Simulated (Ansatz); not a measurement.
H$_{2}$LiNOSi (SMILES [Li][O][Si]N)

Input file:

```
crystal:
  periodic: [false, false, false]
  atoms:
    - {symbol: Li, position_ang: [-1.203887, -0.791020, 4.067903]}
    - {symbol: "N", position_ang: [0.289016, 2.028806, 1.383622]}
    - {symbol: O, position_ang: [-1.023521, 0.314826, 2.898345]}
    - {symbol: Si, position_ang: [-1.287463, 1.358603, 1.677617]}
    - {symbol: H, position_ang: [0.467551, 2.725526, 0.668699]}
    - {symbol: H, position_ang: [1.126021, 1.770900, 1.900908]}
basis:
  gaussian:
    orbitals: def2-TZVPD
hamiltonian:
  xc: pbe0
output:
  forces: true
  orbitals: {seedname: orbitals}
```

Command:

```sh
ansatz run input.yaml --threads 1 --pin off --max-ram 2610MiB --events-out events.jsonl --progress --plain --runs-dir runs
```

Geometry: PBE0-D3(BJ)/def2-SVP.

All numbers below come from isolated molecule in a Gaussian basis; Kohn-Sham density functional theory, functional PBE0 in Ansatz 0.2.0.

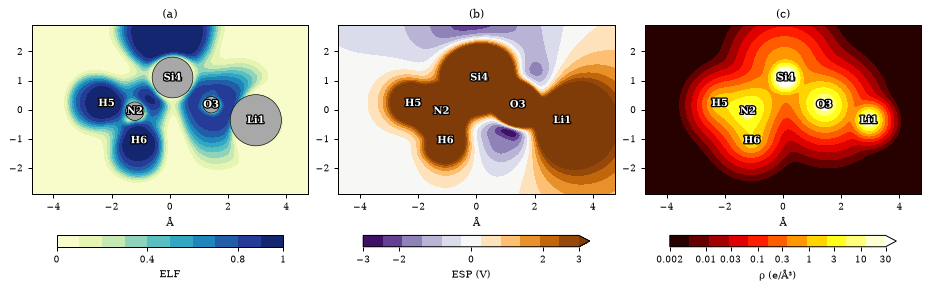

Figure 1. (a) ELF; (b) molecular electrostatic potential; (c) electron density on the molecular plane. Grey discs cover the atomic cores in the ELF map.

**Interpret the plot.**

The section cuts through Li, N, O, Si and H sites.
Li–O (1.62 Å): ρ at the midpoint is about 0.81 e/Å³; the ELF peaks at about 0.85 in the valence shell of O, 0.6 Å from its nucleus, and falls to about 0.30 next to Li; a largely ionic contact.
Si–O (1.63 Å): ρ at the midpoint is about 1.2 e/Å³; the ELF peaks at about 0.85 between the atoms, as expected for a short, strongly polar bond.
Si–N (1.74 Å): ρ at the midpoint is about 1.1 e/Å³; the ELF peaks at about 0.90 between the atoms; a shared but strongly polarised pair.
N–H (1.01 Å): ρ at the midpoint is about 2.8 e/Å³; the ELF climbs to about 1 towards the hydrogen, as it does in any bond to H; a covalent bond by its length.
The ELF also peaks beside Si4, away from the bonds: lone-pair regions.
Outside the dense part of the molecule the potential is most negative (−2.2 V) near Si4.

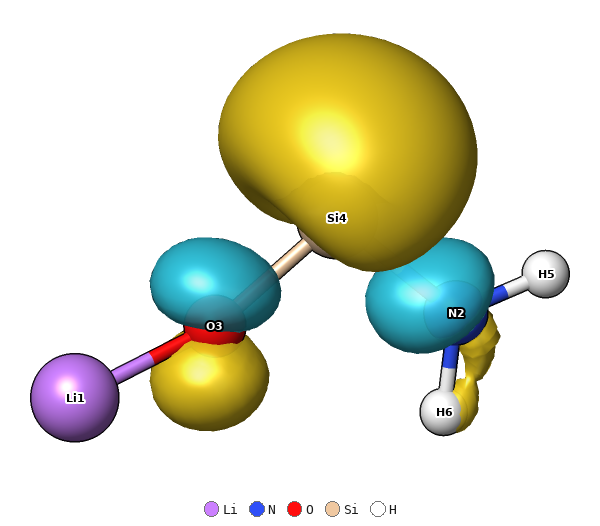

Figure 2. The HOMO at ±0.15 Å⁻³ᐟ² (yellow and cyan are the two phases), seen at a tilt.

**Where does this orbital lie, and at what energy?**

Its weight (Hirshfeld) is mainly on Si4 (about 70 %), O3 (about 15 %) and N2 (about 10 %); it is symmetric in the molecular plane (an in-plane orbital: σ, lone-pair or in-plane π type). Its energy is −5.05 eV.
